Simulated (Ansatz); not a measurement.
# O on Ag(100): change of the work function

Wanted: Δφ(θ) for O/Ag(100), starting from the hollow site.

Main program and level: Ansatz 0.2.0; plane-wave DFT, PBE, Ansatz PAW.

## 1. Set-up

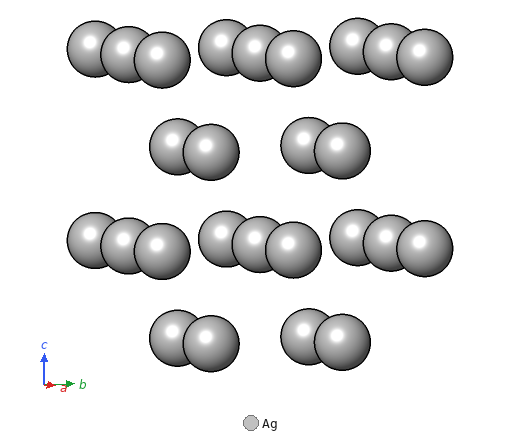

The starting structure, seen from the side, with the c axis up (silver light grey). 2×2×1 cells are drawn. Some periodic images of atoms are drawn too.

The cell holds 4 atoms: 4 Ag. Its edges and angles: a = 2.892 Å, b = 2.892 Å, c = 24.135 Å, α = 90.0°, β = 90.0°, γ = 90.0°. Vacuum lies along c.

## 2. The clean slab

The bare slab comes first, as the zero from which every change is counted. The two lowest layers are held at bulk places and the upper ones relax. The dipole correction removes the false field that a one-sided slab makes across the periodic vacuum, so each face gets a flat vacuum level of its own.

Input file input.yaml:

```yaml
crystal:
  lattice:
    - [2.8920667351, 0.0, 0.0]
    - [0.0, 2.8920667351, 0.0]
    - [0.0, 0.0, 24.135]
  atoms:
    - { symbol: Ag, position: [0.5, 0.5, 0.3729024239] }
    - { symbol: Ag, position: [0.0, 0.0, 0.4576341413] }
    - { symbol: Ag, position: [0.5, 0.5, 0.5423658587] }
    - { symbol: Ag, position: [0.0, 0.0, 0.6270975761] }
kpoints:
  mp_grid: { grid: [12, 12, 1] }
hamiltonian:
  xc: pbe
scf:
  occupations: { method: fermi_dirac, width: 0.1 }
  convergence: { dr2_threshold: 1.0e-08 }
efield:
  axis: 3
  dipole_correction: true
  ramp_position: 0.97
  ramp_width: 0.06
relax:
  f_tol: 0.02
  max_steps: 60
  constraints: [{ sites: [0, 1] }]
output:
  write_potential: true
  write_density: true
  volumetric_format: npy
```

On the command line:

```
$ ansatz run input.yaml --threads 4 --pin off --max-ram 6144MiB --backend cpu --events-out ev --progress --plain --runs-dir out
```

Numbers of over 12 decimals in the logs are rounded to 6 here.

The log of the run:

```text
Engine: ansatz 0.2.0, aarch64-unknown-linux-gnu
Pseudopotentials: kind: paw
Pseudopotential: Ag, paw, valence charge 19, recommended cutoff 420 eV (normal), Ag.paw.azcp
Functional definition: PBE
  parameter kappa = 0.804
  parameter beta = 0.066725
  exchange = pbe_x(kappa = kappa, mu = beta*pi^2/3)
  correlation = pbe_c(beta = beta)
Crystal: 4 atoms, lattice volume = 201.866 Å³
Basis set: ecut = 420 eV, 3917 PW (Γ), exchange–correlation on 40×40×324 points (8 copies of the dense FFT grid, shifted against one another)
Bands: 46, of which v1, the nominal top of the filled ones, is band 38 counted from 1 (37 counted from 0)
Symmetry: 8 space group operations
k-points: 28 of 144
Non-local potential: Ag, projectors of the file, l = 0: 3, l = 1: 2, l = 2: 2, l = 3: 1
PAW form: soft (Blöchl's): semilocal exchange-correlation on the pseudo side does not see the compensation charge
PAW one-centre angular grid: Ag, 590 points (default); XC on 64 Gauss nodes
Initial density: superposition of atomic densities (neutral atoms: chi_scale 0, normalization atom), corrected by the library's trained network
Initial wavefunctions: pseudopotential atomic-orbital guess
Functional: x = pbe(κ = 0.804, μ = 0.219515), c = pbe(β = 0.066725)
SCF iter   1: F=—  HF=-30361.340084 eV  |F-HF|=—  |Δ(HF+E_count)|=         —  Δρ=9.03e-4  dr2=2.92e-3  ethr=1.77e-3  p=0.000 e·Å  D=3.51e-13 V/Å  ΔV_dip=-0.00 eV  dr2_dipole=4.42e-9  V_vac-E_F(+/−)=4.19/4.19 eV  ⟨swp⟩=7.9  Hψ=5507  notcnv=0  defer=6
efield: sawtooth ramp at fractional position 0.9700 (set: `efield.ramp_position`, or a place that a band, a saddle search or an elastic batch's reference lends), width 0.0600; the density the first Hamiltonian is built on has a dipole p = 0.000 e·Å; the dipole correction subtracts the counter field D = 3.51e-13 V/Å, which shifts the + side's vacuum level by -0.00 eV against the − side's; the planar-averaged density in the ramp window peaks in size at 4.8e-6 e/Å³
preconditioner: auto → LDOS  [metal: Δε(μ)=0.119 eV  Ē_g=9.007 eV  σ=0.100 eV  W_gap=0.28  n_scr=44 (ndim 8)  ℏωp=17.3 eV  f_vac=0.610  D(μ)=1.07/eV (n_scr^D=6)  β→1.0]
SCF iter   2: F=—  HF=-30361.345094 eV  |F-HF|=—  |Δ(HF+E_count)|=   5.01e-3  Δρ=8.96e-4  dr2=1.74e-3  ethr=3.84e-6  p=-0.000 e·Å  D=-7.64e-6 V/Å  ΔV_dip=0.00 eV  dr2_dipole=1.71e-9  V_vac-E_F(+/−)=4.23/4.23 eV  ⟨swp⟩=3.0  Hψ=3082  notcnv=0  defer=35
SCF iter   3: F=—  HF=-30361.344736 eV  |F-HF|=—  |Δ(HF+E_count)|=   3.58e-4  Δρ=3.66e-4  dr2=2.21e-4  ethr=2.29e-6  p=-0.000 e·Å  D=-3.20e-6 V/Å  ΔV_dip=0.00 eV  dr2_dipole=1.41e-9  V_vac-E_F(+/−)=4.23/4.23 eV  ⟨swp⟩=2.1  Hψ=2096  notcnv=0  defer=35
SCF iter   4: F=—  HF=-30361.344705 eV  |F-HF|=—  |Δ(HF+E_count)|=   3.13e-5  Δρ=5.37e-5  dr2=7.54e-6  ethr=2.91e-7  p=-0.000 e·Å  D=-1.94e-6 V/Å  ΔV_dip=0.00 eV  dr2_dipole=2.65e-10  V_vac-E_F(+/−)=4.23/4.23 eV  ⟨swp⟩=2.1  Hψ=1960  notcnv=0  defer=35
SCF iter   5: F=—  HF=-30361.344706 eV  |F-HF|=—  |Δ(HF+E_count)|=   1.32e-6  Δρ=2.23e-5  dr2=1.20e-6  ethr=9.91e-9  p=-0.000 e·Å  D=-8.42e-7 V/Å  ΔV_dip=0.00 eV  dr2_dipole=2.95e-11  V_vac-E_F(+/−)=4.23/4.23 eV  ⟨swp⟩=2.3  Hψ=2132  notcnv=0  defer=35
SCF iter   6: F=—  HF=-30361.344706 eV  |F-HF|=—  |Δ(HF+E_count)|=   1.67e-7  Δρ=7.88e-6  dr2=1.50e-7  ethr=1.58e-9  p=-0.000 e·Å  D=-3.01e-7 V/Å  ΔV_dip=0.00 eV  dr2_dipole=9.75e-13  V_vac-E_F(+/−)=4.23/4.23 eV  ⟨swp⟩=2.0  Hψ=1850  notcnv=0  defer=35
SCF iter   7: F=-30361.344706 eV  HF=-30361.344706 eV  |F-HF|=1.88e-8  |Δ(HF+E_count)|=   2.77e-8  Δρ=2.32e-6  dr2=9.52e-9  ethr=1.32e-11  p=-0.000 e·Å  D=-1.49e-7 V/Å  ΔV_dip=0.00 eV  dr2_dipole=7.94e-14  V_vac-E_F(+/−)=4.23/4.23 eV  ⟨swp⟩=7.3  Hψ=8702  notcnv=0
SCF 1 converged in 7 iterations: F = -30361.344706 eV  dr2 = 9.52e-9
  greatest PAW one-centre occupation: 1.000 electrons in one spin orbital (limit 2), on the Ag atom at site 1 (counted from 0), in its partial waves of l = 0
relax step   1: F+E_penalty+E_count = -30361.34470629 eV  Δ(F+E_penalty+E_count) = +0.000e0 eV  max|allowed force component| = 1.102e-1 eV/Å  Δτ_max = 0.0000 Å  (7 SCF iters, accepted)
Initial density: handed on by an earlier stage of this run
Initial wavefunctions: those handed on with the density
iter 1 solved again at ethr=3.44e-5 eV; its pass at ethr=3.10e-3 eV (dr2=2.61e-2 eV) is discarded
SCF iter   1: F=—  HF=-30361.358107 eV  |F-HF|=—  |Δ(HF+E_count)|=         —  Δρ=3.49e-3  dr2=2.40e-2  ethr=3.44e-5  p=0.000 e·Å  D=1.08e-7 V/Å  ΔV_dip=-0.00 eV  dr2_dipole=3.97e-5  V_vac-E_F(+/−)=4.24/4.24 eV  ⟨swp⟩=2.0  Hψ=5169  notcnv=0  defer=46
efield: sawtooth ramp at fractional position 0.9700 (set: `efield.ramp_position`, or a place that a band, a saddle search or an elastic batch's reference lends), width 0.0600; the density the first Hamiltonian is built on has a dipole p = 0.000 e·Å; the dipole correction subtracts the counter field D = 1.08e-7 V/Å, which shifts the + side's vacuum level by -0.00 eV against the − side's; the planar-averaged density in the ramp window peaks in size at 6.4e-7 e/Å³
preconditioner: auto → LDOS  [metal: Δε(μ)=0.119 eV  Ē_g=8.924 eV  σ=0.100 eV  W_gap=0.29  n_scr=44 (ndim 8)  ℏωp=17.3 eV  f_vac=0.604  D(μ)=1.17/eV (n_scr^D=6)  β→1.0]
SCF iter   2: F=—  HF=-30361.356351 eV  |F-HF|=—  |Δ(HF+E_count)|=   1.76e-3  Δρ=2.86e-3  dr2=3.09e-2  ethr=3.16e-5  p=0.002 e·Å  D=1.76e-3 V/Å  ΔV_dip=-0.04 eV  dr2_dipole=4.06e-3  V_vac-E_F(+/−)=4.19/4.23 eV  ⟨swp⟩=2.0  Hψ=2336  notcnv=0  defer=46
SCF iter   3: F=—  HF=-30361.350077 eV  |F-HF|=—  |Δ(HF+E_count)|=   6.27e-3  Δρ=5.21e-4  dr2=9.87e-4  ethr=3.16e-5  p=-0.000 e·Å  D=-2.51e-4 V/Å  ΔV_dip=0.01 eV  dr2_dipole=1.99e-4  V_vac-E_F(+/−)=4.24/4.24 eV  ⟨swp⟩=2.0  Hψ=1949  notcnv=0  defer=46
SCF iter   4: F=—  HF=-30361.350180 eV  |F-HF|=—  |Δ(HF+E_count)|=   1.03e-4  Δρ=6.32e-4  dr2=7.38e-4  ethr=1.30e-6  p=-0.000 e·Å  D=-2.97e-4 V/Å  ΔV_dip=0.01 eV  dr2_dipole=1.09e-7  V_vac-E_F(+/−)=4.24/4.24 eV  ⟨swp⟩=2.0  Hψ=2295  notcnv=0  defer=46
SCF iter   5: F=—  HF=-30361.349984 eV  |F-HF|=—  |Δ(HF+E_count)|=   1.96e-4  Δρ=3.60e-5  dr2=2.36e-6  ethr=9.71e-7  p=-0.001 e·Å  D=-5.46e-4 V/Å  ΔV_dip=0.01 eV  dr2_dipole=3.00e-7  V_vac-E_F(+/−)=4.25/4.24 eV  ⟨swp⟩=2.0  Hψ=2232  notcnv=0  defer=46
SCF iter   6: F=—  HF=-30361.350015 eV  |F-HF|=—  |Δ(HF+E_count)|=   3.12e-5  Δρ=1.31e-5  dr2=3.16e-7  ethr=3.10e-9  p=-0.001 e·Å  D=-5.70e-4 V/Å  ΔV_dip=0.01 eV  dr2_dipole=1.51e-8  V_vac-E_F(+/−)=4.25/4.24 eV  ⟨swp⟩=3.0  Hψ=2327  notcnv=0  defer=49
SCF iter   7: F=—  HF=-30361.350015 eV  |F-HF|=—  |Δ(HF+E_count)|=   3.22e-7  Δρ=3.74e-6  dr2=3.71e-8  ethr=4.16e-10  p=-0.001 e·Å  D=-5.79e-4 V/Å  ΔV_dip=0.01 eV  dr2_dipole=1.29e-9  V_vac-E_F(+/−)=4.25/4.24 eV  ⟨swp⟩=2.0  Hψ=1866  notcnv=0  defer=51
SCF iter   8: F=-30361.350015 eV  HF=-30361.350015 eV  |F-HF|=1.01e-8  |Δ(HF+E_count)|=   2.02e-8  Δρ=1.51e-6  dr2=4.03e-9  ethr=1.32e-11  p=-0.001 e·Å  D=-5.85e-4 V/Å  ΔV_dip=0.01 eV  dr2_dipole=9.85e-11  V_vac-E_F(+/−)=4.25/4.24 eV  ⟨swp⟩=8.9  Hψ=8001  notcnv=0
SCF 2 converged in 8 iterations: F = -30361.350015 eV  dr2 = 4.03e-9
relax step   2: F+E_penalty+E_count = -30361.35001537 eV  Δ(F+E_penalty+E_count) = -5.309e-3 eV  max|allowed force component| = 8.596e-2 eV/Å  Δτ_max = 0.1538 Å  (8 SCF iters, accepted)
SCF iter   1: F=—  HF=-30361.354406 eV  |F-HF|=—  |Δ(HF+E_count)|=         —  Δρ=1.45e-3  dr2=4.45e-3  ethr=5.34e-5  p=-0.001 e·Å  D=-5.85e-4 V/Å  ΔV_dip=0.01 eV  dr2_dipole=5.19e-5  V_vac-E_F(+/−)=4.25/4.23 eV  ⟨swp⟩=4.6  Hψ=3474  notcnv=0  defer=50
efield: sawtooth ramp at fractional position 0.9700 (set: `efield.ramp_position`, or a place that a band, a saddle search or an elastic batch's reference lends), width 0.0600; the density the first Hamiltonian is built on has a dipole p = -0.001 e·Å; the dipole correction subtracts the counter field D = -5.85e-4 V/Å, which shifts the + side's vacuum level by +0.01 eV against the − side's; the planar-averaged density in the ramp window peaks in size at 4.0e-7 e/Å³
preconditioner: auto → LDOS  [metal: Δε(μ)=0.130 eV  Ē_g=8.950 eV  σ=0.100 eV  W_gap=0.31  n_scr=44 (ndim 8)  ℏωp=17.3 eV  f_vac=0.606  D(μ)=1.11/eV (n_scr^D=6)  β→1.0]
SCF iter   2: F=—  HF=-30361.354271 eV  |F-HF|=—  |Δ(HF+E_count)|=   1.36e-4  Δρ=1.33e-3  dr2=5.72e-3  ethr=5.85e-6  p=-0.002 e·Å  D=-1.43e-3 V/Å  ΔV_dip=0.03 eV  dr2_dipole=3.82e-4  V_vac-E_F(+/−)=4.27/4.24 eV  ⟨swp⟩=2.3  Hψ=2617  notcnv=0  defer=50
SCF iter   3: F=—  HF=-30361.353009 eV  |F-HF|=—  |Δ(HF+E_count)|=   1.26e-3  Δρ=2.74e-4  dr2=1.68e-4  ethr=5.85e-6  p=-0.001 e·Å  D=-4.82e-4 V/Å  ΔV_dip=0.01 eV  dr2_dipole=1.17e-5  V_vac-E_F(+/−)=4.25/4.23 eV  ⟨swp⟩=2.0  Hψ=2030  notcnv=0  defer=50
SCF iter   4: F=—  HF=-30361.353011 eV  |F-HF|=—  |Δ(HF+E_count)|=   2.09e-6  Δρ=2.42e-4  dr2=1.03e-4  ethr=2.21e-7  p=-0.001 e·Å  D=-5.04e-4 V/Å  ΔV_dip=0.01 eV  dr2_dipole=3.87e-8  V_vac-E_F(+/−)=4.25/4.23 eV  ⟨swp⟩=2.6  Hψ=2285  notcnv=0  defer=50
SCF iter   5: F=—  HF=-30361.352993 eV  |F-HF|=—  |Δ(HF+E_count)|=   1.79e-5  Δρ=8.74e-5  dr2=1.41e-5  ethr=1.35e-7  p=-0.001 e·Å  D=-4.56e-4 V/Å  ΔV_dip=0.01 eV  dr2_dipole=8.83e-9  V_vac-E_F(+/−)=4.24/4.23 eV  ⟨swp⟩=2.0  Hψ=1676  notcnv=0  defer=50
SCF iter   6: F=—  HF=-30361.352988 eV  |F-HF|=—  |Δ(HF+E_count)|=   5.59e-6  Δρ=2.29e-5  dr2=1.01e-6  ethr=1.86e-8  p=-0.000 e·Å  D=-4.19e-4 V/Å  ΔV_dip=0.01 eV  dr2_dipole=2.20e-8  V_vac-E_F(+/−)=4.24/4.23 eV  ⟨swp⟩=2.0  Hψ=2122  notcnv=0  defer=50
SCF iter   7: F=—  HF=-30361.352989 eV  |F-HF|=—  |Δ(HF+E_count)|=   1.48e-6  Δρ=4.61e-6  dr2=5.42e-8  ethr=1.33e-9  p=-0.000 e·Å  D=-4.08e-4 V/Å  ΔV_dip=0.01 eV  dr2_dipole=6.93e-9  V_vac-E_F(+/−)=4.24/4.23 eV  ⟨swp⟩=2.0  Hψ=2043  notcnv=0  defer=50
SCF iter   8: F=-30361.352989 eV  HF=-30361.352989 eV  |F-HF|=2.58e-10  |Δ(HF+E_count)|=   3.67e-9  Δρ=1.27e-6  dr2=3.97e-9  ethr=1.32e-11  p=-0.000 e·Å  D=-4.02e-4 V/Å  ΔV_dip=0.01 eV  dr2_dipole=2.66e-10  V_vac-E_F(+/−)=4.24/4.23 eV  ⟨swp⟩=9.1  Hψ=8162  notcnv=0
SCF 3 converged in 8 iterations: F = -30361.352989 eV  dr2 = 3.97e-9
relax step   3: F+E_penalty+E_count = -30361.35298904 eV  Δ(F+E_penalty+E_count) = -2.974e-3 eV  max|allowed force component| = 6.064e-3 eV/Å  Δτ_max = 0.0609 Å  (8 SCF iters, accepted)
NSCF: frozen V_eff on 28 k-points
the band table was solved once a step of the walk had ended and its energy, with any forces and stress, was formed, with the checks that follow a solve (6824 applications of the Hamiltonian). They found nothing against the state; the energy, forces and stress were not computed again (output.eigenvalues in the input reference)
WARN: The output density's exchange-correlation potential varies sharply where the density is thin. Do not read a vacuum level from v_tot or v_xc, or from such a field of the output density. On a cell that repeats whose density bears no net charge and no dipole along the vacuum's axis use v_es (v_loc + v_h of the components); under efield.dipole_correction with no amplitude use v_es + v_field, which holds any externa [...]
SCF converged after 8 iterations
Free energy (F): -30361.352989 eV
Harris-Foulkes:  -30361.352989 eV  (|F-HF|=2.58e-10)
Internal energy: -30361.314367 eV  (E = F + TS)
E sigma→0 (E₀):  -30361.333678 eV
Entropy (-TS):   -0.038622 eV (-9.655 meV/atom)
Fermi energy:    3.092469 eV
Dipole field:    D = -0.000380 V/Å  (p = -0.000424 e·Å, saw-weighted, corrected)
Work function:   Φ+ = 4.2431 eV   Φ− = 4.2339 eV
Levels:          The Fermi level and band energies are counted from a zero that moves with the ramp; work functions are not
--- Per-component energies (eV) ---
  E_band       = -2008.033156
  E_kinetic    = 2108.706538
  E_local      = -119496.474516  (includes V_loc(G=0)·N_el)
  E_nonlocal   = 321.284070
  E_hartree    = 58822.081442
  E_xc         = -737.592717
  E_vxc        = -936.881143  (∫ρ·V_xc dr)
  E_paw        = -15609.609590  (= ΣΔE_a)
  E_vpaw       = -1648.829283  (= ΣTr[D̂ρ^β])
  E_aug_tail   = 0.001303  (compensation charges beyond the density's cutoff)
  E_efield     = 0.000000  (sawtooth field / dipole correction)
  E_vefield    = 0.001127  (∫n·V_field dr)
  E_ewald      = 44230.289103
  E_smearing   = -0.038622  (= −TS)
  E_closure    = -0.000000  (closes the sum)
  Σ components = -30361.352989   (vs F -30361.352989, Δ=0.00e0)
--- Forces (eV/Å), atoms counted from 1 ---
  atom   1  Ag    -0.00000000     0.00000000    -0.09067591
  atom   2  Ag     0.00000000     0.00000000     0.08068789
  atom   3  Ag     0.00000000     0.00000000     0.00606442
  atom   4  Ag    -0.00000000     0.00000000     0.00391740
  max |Σ_I F_I| component: 6.20e-6 eV/Å
--- Band table (eV; the first three rows and the last of 28) ---
  k-point 0: bands = [... 34 lower, 0.0459, 0.1262, 0.1943, 0.1943, 0.4083, 2.8425, 4.3409, 7.1872, ... 4 higher]
  k-point 1: bands = [... 34 lower, -0.0926, -0.0274, 0.0815, 0.2166, 0.7221, 3.0451, 4.6143, 7.3181, ... 4 higher]
  k-point 2: bands = [... 34 lower, -0.1400, -0.1245, 0.0515, 0.2137, 1.2303, 3.5782, 5.3249, 7.6855, ... 4 higher]
  k-point 27: bands = [... 34 lower, 0.5700, 0.5876, 5.5749, 5.5749, 7.4400, 7.4400, 9.8432, 9.8432, ... 4 higher]
--- Relaxed structure (3 steps of the walk, 3 accepted, 0 SCFs on fresh bases) ---
  F+E_penalty+E_count = -30361.35298904 eV   max|allowed force component| = 6.064e-3 eV/Å
  atoms:
    - { symbol: Ag, position: [0.5, 0.5, 0.3729024239] }
    - { symbol: Ag, position: [0.0, 0.0, 0.4576341413] }
    - { symbol: Ag, position: [0.5, 0.5, 0.544976] }
    - { symbol: Ag, position: [0, 0.0, 0.630949] }
```

Wall time 31 s (4 threads of Arm Neoverse N1, shared host); peak memory 0.57 GiB.

Step by step:

| step | energy less that of the first step (eV) | largest force component (eV/Å) |
| --- | --- | --- |
| 1 | 0.0000 | 0.1102 |
| 2 | -0.0053 | 0.0860 |
| 3 | -0.0083 | 0.0061 |

The run keeps the 8 symmetry operations that it works with, so distortions that break them were not tested.

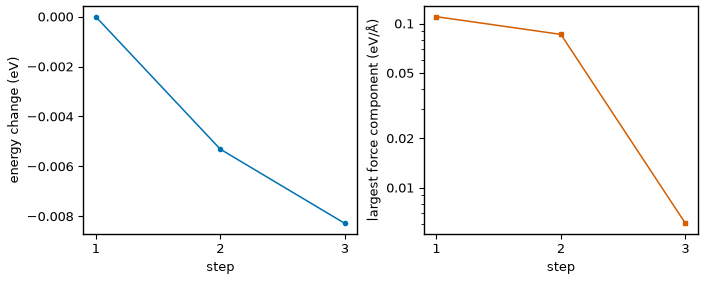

Energy and largest force along the relaxation.

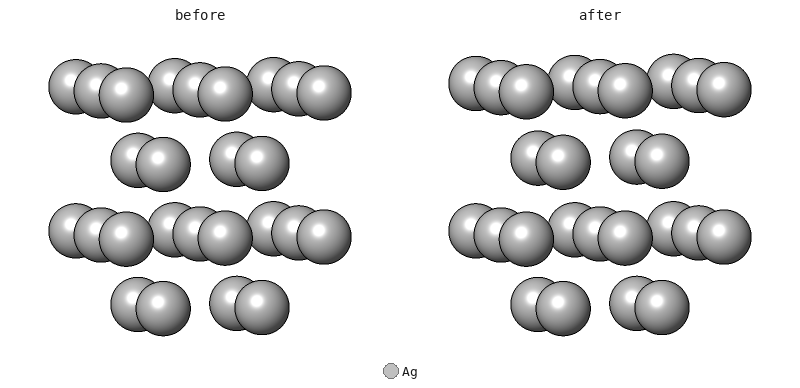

The structure before and after the relaxation, drawn at the same scale.

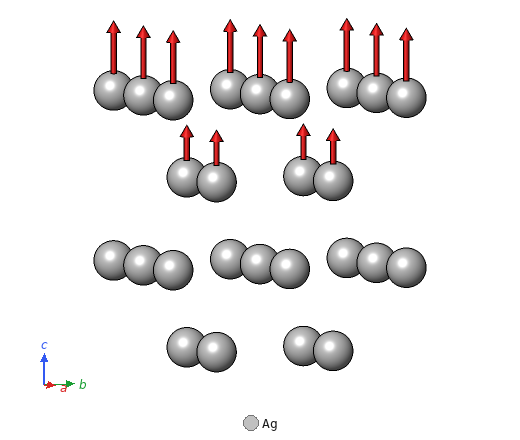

Displacements in the relaxation, exaggerated; the longest in the cell stands for 0.09 Å. 2×2×1 cells are drawn. Some periodic images of atoms are drawn too.

The atoms that moved most (Å):

| atom | dx | dy | dz | length |
| --- | --- | --- | --- | --- |
| Ag4 | 0.000 | 0.000 | 0.093 | 0.093 |
| Ag3 | 0.000 | 0.000 | 0.063 | 0.063 |

Final coordinates:

```xyz
4
Lattice="2.8921 0.0000 0.0000 0.0000 2.8921 0.0000 0.0000 0.0000 24.1350" Properties=species:S:1:pos:R:3
Ag    1.4460    1.4460    9.0000
Ag    0.0000    0.0000   11.0450
Ag    1.4460    1.4460   13.1530
Ag    0.0000    0.0000   15.2279
```

Numbers from this step:

```yaml
energy_at_zero_smearing: -30361.3337 eV
work_function_upper_face: 4.243 eV
dipole_along_the_normal: -4.24e-4 e·Å
```

Running mean over 2.045 Å of the planar mean; the ramp of the sawtooth is left out. Electron's electrostatic potential energy less the Fermi level against z:

| z (Å) | electron's electrostatic potential energy less the Fermi level (eV) |
| --- | --- |
| 3 | 4.23 |
| 4 | 4.23 |
| 5 | 4.23 |
| 6 | 4.18 |
| 7 | 3.63 |
| 8 | -1.25 |
| 9 | -5.66 |
| 10 | -5.98 |
| 11 | -5.98 |
| 12 | -5.59 |
| 13 | -5.89 |
| 14 | -5.79 |
| 15 | -5.75 |
| 16 | -2.77 |
| 17 | 3.10 |
| 18 | 4.16 |
| 19 | 4.24 |
| 20 | 4.24 |
| 21 | 4.24 |

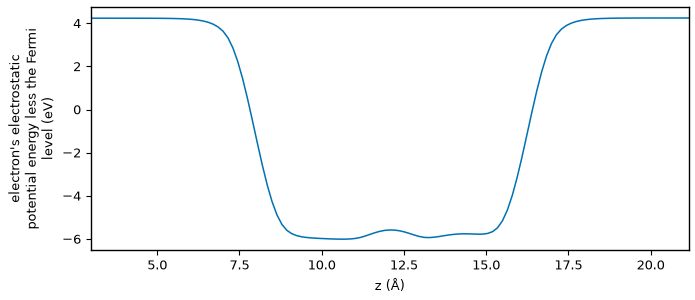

Electron's electrostatic potential energy less the Fermi level, plotted against z.

The relaxation took 3 steps and lowered the energy by 0.0083 eV; the largest force on the free atoms ends at 0.0061 eV/Å.

The work function of the upper face is 4.24 eV.

(Continued in part 2 of 3.)

[Logs are printed without paths, hosts, clocks, repeated set-up lines and the standing remarks that a program may print on its own settings, such as how far it seeks lower states.]

[Hosts, paths, dates, database ids (printed as entryN), source tags and the programs' standing remarks are cut or masked in the printed files.]

[Maps of the electrostatic potential energy from Ansatz leave out the sawtooth potential of an applied field or a dipole correction, so their vacuum need not be flat; planar profiles and work functions include it.]
